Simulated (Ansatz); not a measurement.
# CH₅AlSSi: what the fields show

Input

```
crystal:
  periodic: [false, false, false]
  atoms:
    - {symbol: Al, position_ang: [-0.958123, 1.426135, -1.068305]}
    - {symbol: C, position_ang: [0.232495, 0.115968, -0.187705]}
    - {symbol: Si, position_ang: [0.580734, -1.260251, 1.020160]}
    - {symbol: S, position_ang: [1.325030, 0.813260, -1.196474]}
    - {symbol: H, position_ang: [-1.807931, 0.899025, -2.293652]}
    - {symbol: H, position_ang: [-1.187286, 2.795448, -0.310683]}
    - {symbol: H, position_ang: [2.001943, -1.691944, 0.989584]}
    - {symbol: H, position_ang: [-0.315754, -2.389171, 0.660841]}
    - {symbol: H, position_ang: [0.217392, -0.754771, 2.369135]}
basis:
  gaussian: {orbitals: def2-TZVPP}
hamiltonian: {xc: pbe0, dispersion: d4}
output: {orbitals: {seedname: orbitals}}
```

Run with:

```sh
ansatz run in.yaml --threads 2 --pin off --events-out ev --progress --plain --max-ram 4352MiB
```

Geometry: PBE0-D4/def2-TZVP.

Theory: RKS PBE0-D4/def2-TZVPP in Ansatz 0.2.0.

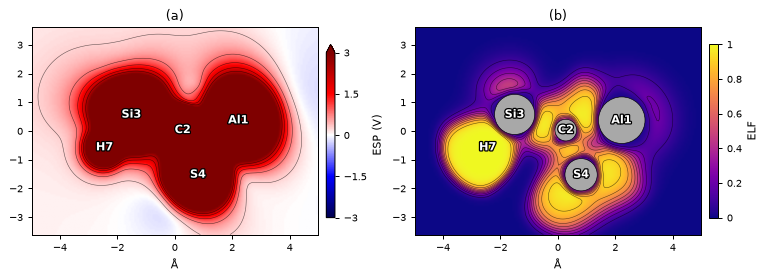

Figure 1. (a) molecular electrostatic potential; (b) ELF on the plane of atoms Si3, C2 and S4. Grey discs cover the atomic cores in the ELF map.

What do the fields say about this system?

Answer.
- The plane passes through Al, C, Si, S and H nuclei.
- C–S (1.64 Å): the ELF peaks at about 0.85 between the atoms (localised, covalent bonding).
- C–Si (1.86 Å): the ELF peaks at about 0.95 between the atoms (a shared electron pair).
- C–Al (1.98 Å): the ELF peaks at about 0.90 in the valence shell of C, 0.7 Å from its nucleus, and is about 0.75 at the midpoint.
- Al–S (2.37 Å): the ELF peaks at about 0.75 in the valence shell of S, 0.9 Å from its nucleus, and is about 0.55 at the midpoint.
- Si–H (1.49 Å): the ELF climbs to about 1 towards the hydrogen, as it does in any bond to H.
- The ELF also peaks beside S4, away from the bonds: lone-pair regions.
- The potential has no marked negative region in this plane.

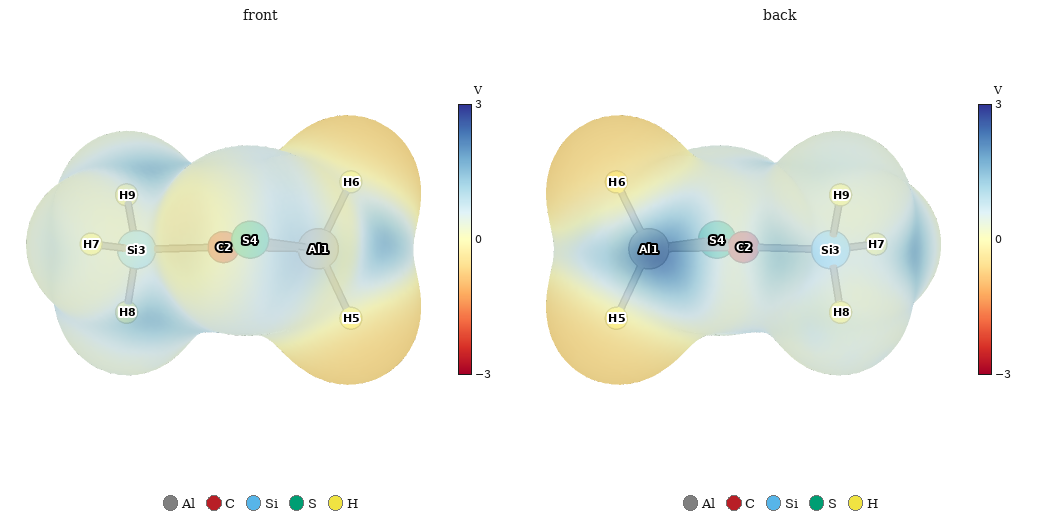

Figure 2. The molecular electrostatic potential painted on the density surface at 0.002 e/bohr³, seen from the front and from behind; the colour scale runs from red (negative) to blue (positive).

Describe the electrostatic potential map.

Answer. The most negative region (about −0.6 V, or −14 kcal/mol for a unit charge) lies over H5 and H6, the most positive (about +2.0 V, or +46 kcal/mol for a unit charge) over Al1.

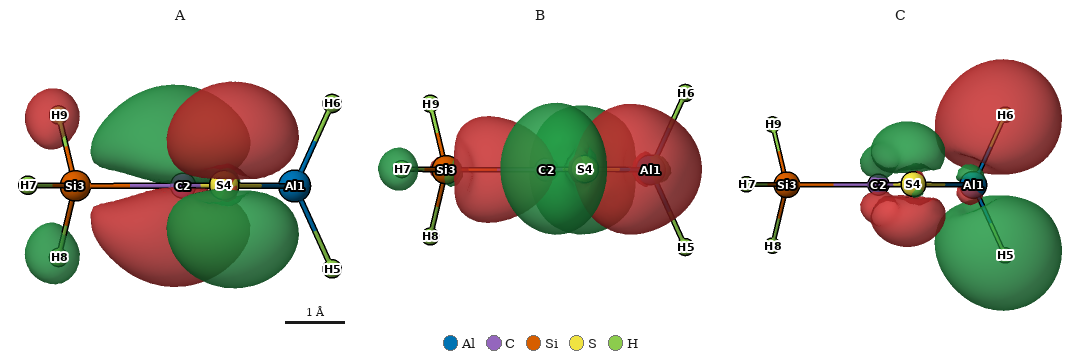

Figure 3. Three frontier orbitals at ±0.1 Å⁻³ᐟ² (green and red are the two phases), in no order.

Which picture is the HOMO−1, the HOMO and the LUMO?

Answer. C is the HOMO−1 (−8.09 eV). By Hirshfeld shares it lies mainly on Al1 (about 30 %), H5 (about 30 %), H6 (about 30 %) and S4 (about 10 %). B is the HOMO (−6.98 eV). Its weight (Hirshfeld) is mainly on S4 (about 45 %), C2 (about 25 %), Al1 (about 15 %) and Si3 (about 10 %); π-antibonding (π*) across S4–C2. A is the LUMO (−3.30 eV). By Hirshfeld shares it lies mainly on S4 (about 40 %) and C2 (about 40 %); π-antibonding (π*) across S4–C2.

What is the HOMO–LUMO gap?

Answer. 3.68 eV between the orbital energies.
